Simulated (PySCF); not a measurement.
Input file:

```
{"job": {"kind": "nmr", "xc": "PBE0", "basis": "pcSseg-1"}, "charge": 0, "multiplicity": 1}
Si    -0.391860     0.006288    -0.271593
C     -0.426729    -0.022739     1.615591
C     -1.823487     0.084318     2.221142
H      0.215844     0.799387     1.977795
H      0.066424    -0.954336     1.945096
H     -1.797319     0.056205     3.321996
H     -2.319713     1.022907     1.927855
H     -2.472667    -0.741088     1.888418
C      1.375238    -0.046248    -0.933547
C      1.481474    -0.040351    -2.455665
H      1.863546    -0.944059    -0.514788
H      1.918418     0.814956    -0.505386
H      2.529125    -0.067459    -2.794496
H      0.971766    -0.909993    -2.900438
H      1.021050     0.861483    -2.889846
H     -1.077714     1.246452    -0.766821
H     -1.161927    -1.166323    -0.805062
```

Run with:

```sh
OMP_NUM_THREADS=1 python probes_run.py task.json out
```

Geometry: PBE0-D3(BJ)/def2-SVP.

Method: PBE0/pcSseg-1, SCF density, gas phase, non-relativistic in PySCF 2.14.0.

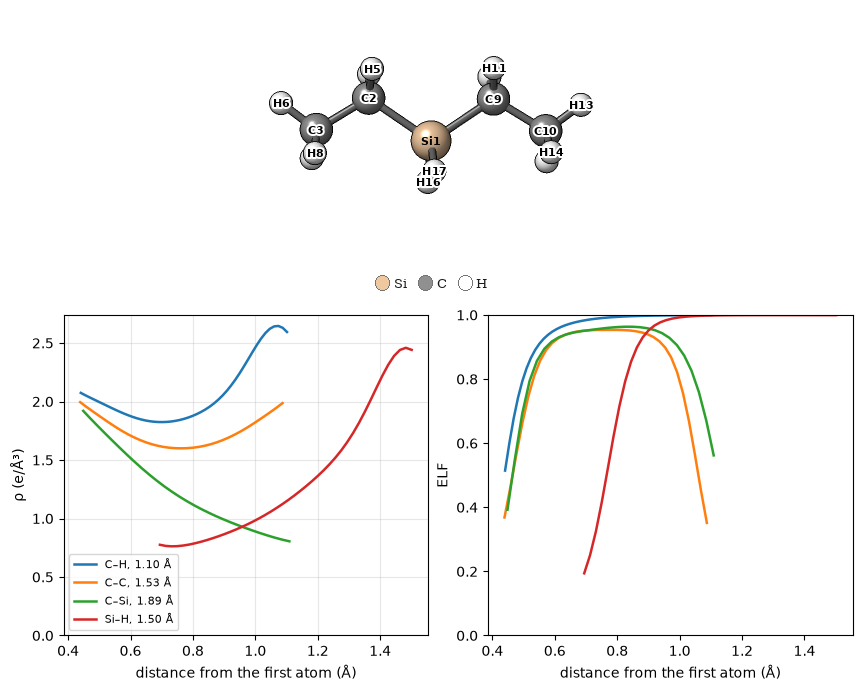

C4H12Si (SMILES [H][Si]([H])(CC)CC). Total electron density and electron localisation function along straight lines between neighbouring atoms. The curves leave out the atomic cores. The structure is drawn too.

> Compare the contacts.

C–H (1.10 Å): the density is about 1.9 e/Å³ at the midpoint; the ELF climbs to about 1 towards the hydrogen, as it does in any bond to H: an ordinary covalent bond to hydrogen.
C–C (1.53 Å): ρ at the midpoint is about 1.6 e/Å³; the ELF peaks at about 0.95 between the atoms, as expected for a shared electron pair.
C–Si (1.89 Å): the density is about 0.94 e/Å³ at the midpoint; the ELF peaks at about 0.95 between the atoms, as expected for a covalent bond.
Si–H (1.50 Å): ρ is about 0.76 e/Å³ halfway; the ELF climbs to about 1 towards the hydrogen.
